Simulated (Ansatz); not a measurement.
**Two runs on C$_{3}$H$_{4}$SSi**

System: C$_{3}$H$_{4}$SSi, SMILES C#C[SiH]1CS1.
Method of run A: RKS SPW92 (LDA)/def2-TZVPP (Ansatz 0.2.0).

The geometry comes from this level: PBE0-D4/def2-TZVP. Text and figures count atoms from 1; the logs count them from 0 in places.

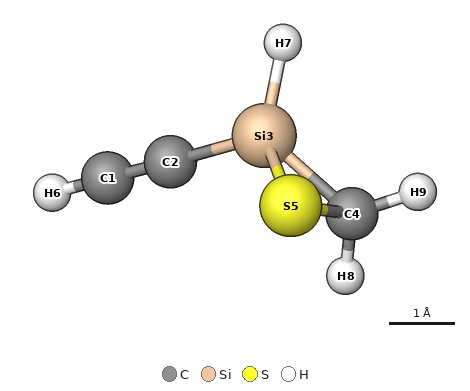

**Figure 1.** The structure as given in the input (ball-and-stick view, seen at a tilt; atoms are numbered from 1 in the order of the input). Bond lengths as drawn: C–C 1.21 Å, C–H 1.07 to 1.09 Å, C–S 1.87 Å, C–Si 1.81 to 1.84 Å, H–Si 1.47 Å and S–Si 2.08 Å.

## Input file, run A
```yaml
crystal:
  periodic: [false, false, false]
  atoms:
    - {symbol: C, position_ang: [-0.909317, -2.051166, 1.341560]}
    - {symbol: C, position_ang: [-0.706339, -0.986610, 0.812101]}
    - {symbol: Si, position_ang: [-0.432448, 0.614370, 0.019737]}
    - {symbol: C, position_ang: [1.013344, 0.829442, -1.089783]}
    - {symbol: S, position_ang: [1.248661, 1.731789, 0.526577]}
    - {symbol: H, position_ang: [-1.082919, -2.992752, 1.810796]}
    - {symbol: H, position_ang: [-1.701738, 1.307028, -0.267259]}
    - {symbol: H, position_ang: [1.710492, 0.008147, -1.224278]}
    - {symbol: H, position_ang: [0.948863, 1.493451, -1.946452]}
basis:
  gaussian: {orbitals: def2-TZVPP}
hamiltonian: {xc: lda}
output: {orbitals: {seedname: orbitals}}
```

Hardware: 4 CPU threads, shared host.

## Output (run A)
```
Functional definition: SPW92
  exchange = slater_x
  correlation = pw_c
1348 factors; their error is unknown
mean field evaluation 1: about -21775.1374 eV, gradient 8.2e1 eV
mean field evaluation 2: about -21739.3318 eV, gradient 1.3e2 eV
mean field evaluation 4: about -21789.7370 eV, gradient 2.2e1 eV
mean field evaluation 8: about -21790.9621 eV, gradient 2.0e-1 eV
mean field evaluation 16: about -21790.9314 eV, gradient 8.6e-4 eV
mean field -21790.93140847 eV, -800.8019588374 hartree, gradient 6.8e-5 eV, S^2 0.000000; 0 other end points of the search recorded, 0 dependent functions left out
reference -21790.93144662 eV, -800.8019602395 hartree; 26, 26 occupied and 207, 207 virtual orbitals, 1348 factors
Total energy: -21790.93144662 eV, -800.8019602395 hartree
```

The input of run B differs as follows (lines with − go, lines with + come):
```diff
-hamiltonian: {xc: lda}
+hamiltonian: {xc: {name: revPBE}, dispersion: d4}
```

How does run B compare with run A?

The total energies belong to different models, so their difference says nothing on which is more stable or more accurate. The HOMO goes from −5.95 to −5.80 eV. The LUMO goes from −2.08 to −1.77 eV.

## Output (run B)
```
Functional definition: revPBE
  parameter kappa = 1.245
  parameter beta = 0.06672455060314922
  exchange = pbe_x(kappa = kappa, mu = beta*pi^2/3)
  correlation = pbe_c(beta = beta)
1348 factors; their error is unknown
mean field evaluation 1: about -21870.6539 eV, gradient 7.7e1 eV
mean field evaluation 2: about -21839.9580 eV, gradient 1.2e2 eV
mean field evaluation 4: about -21883.9961 eV, gradient 1.9e1 eV
mean field evaluation 8: about -21884.9256 eV, gradient 1.5e-1 eV
mean field evaluation 16: about -21884.8930 eV, gradient 8.7e-4 eV
mean field -21884.89295257 eV, -804.2549818937 hartree, gradient 5.6e-5 eV, S^2 0.000000; 0 other end points of the search recorded, 0 dependent functions left out
reference -21884.89300398 eV, -804.2549837829 hartree; 26, 26 occupied and 207, 207 virtual orbitals, 1348 factors
Total energy: -21885.55450864 eV, -804.2792936308 hartree
```

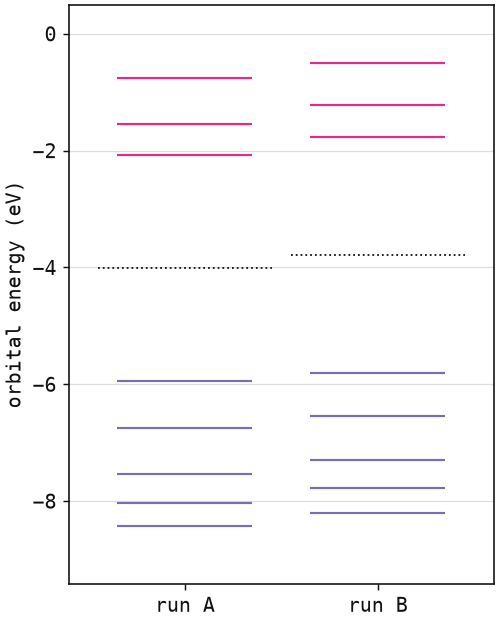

**Figure 2.** The five highest filled and three lowest empty orbital energies of the two runs; the dotted lines part filled from empty levels. The HOMO–LUMO gap is 3.87 eV in run A and 4.03 eV in run B.

## The two runs side by side

```tsv
quantity	run A	run B
outcome	converged	converged
total energy (hartree)	−800.801960	−804.279294
HOMO (eV)	−5.95	−5.80
LUMO (eV)	−2.08	−1.77
basis functions	233	233
wall time (shared host)	1.3 s	1.8 s
```
